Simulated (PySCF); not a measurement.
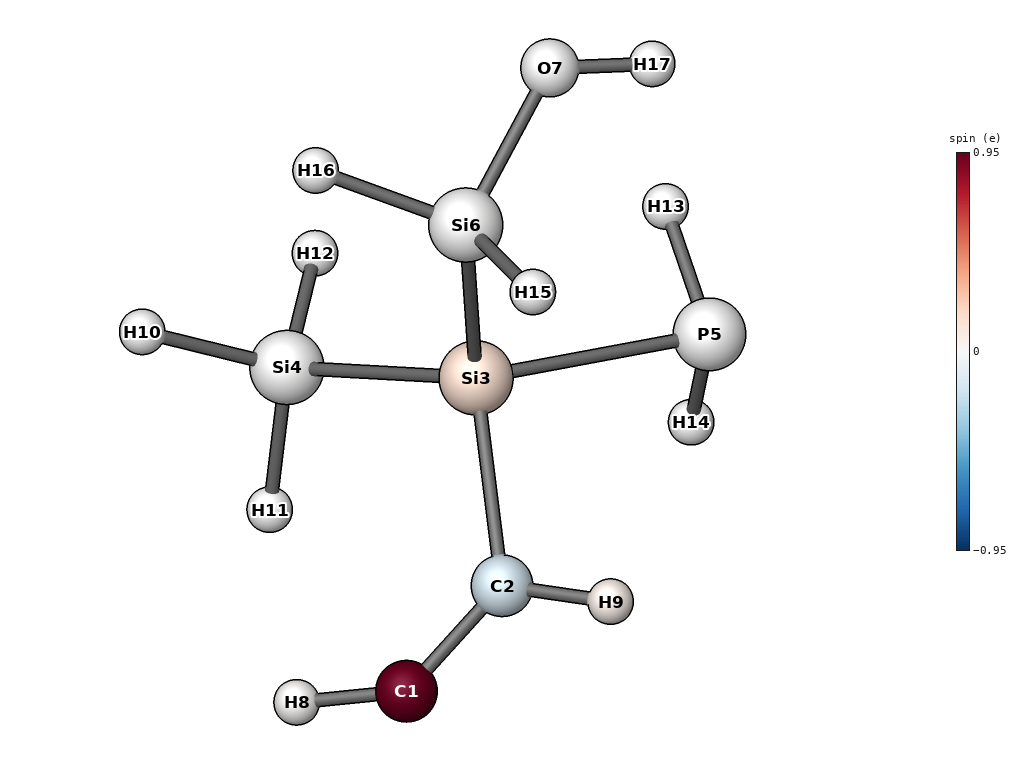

Atoms are coloured by their Mulliken spin populations. The species is neutral and a spin doublet. Computed geometry: GFN2-xTB optimisation. No frequency run is at hand to confirm it as a minimum. Level of theory: UKS B3LYP, pcH-1 on C H O P Si, non-relativistic (PySCF 2.14.0).

Q: Which atom carries the largest spin population?

A: C1 (0.94 e).

Q: Which atom has the lowest spin population?

A: C2 (−0.16 e); a negative value comes from spin polarisation.

Give the Mulliken spin populations atom by atom.

| atom | value (e) |
| --- | --- |
| C1 | 0.94 |
| C2 | −0.16 |
| Si3 | 0.14 |
| Si4 | 0.00 |
| P5 | 0.01 |
| Si6 | 0.00 |
| O7 | 0.00 |
| H8 | 0.01 |
| H9 | 0.06 |
| H10 | 0.00 |
| H11 | 0.00 |
| H12 | 0.00 |
| H13 | 0.00 |
| H14 | 0.00 |
| H15 | 0.00 |
| H16 | 0.00 |
| H17 | 0.00 |

Mulliken values depend strongly on the basis set. The geometry is semi-empirical. Around P, Si such bond lengths and angles can be off by a tenth of an ångström or more and by several degrees, and values that hang on the shape move with them.
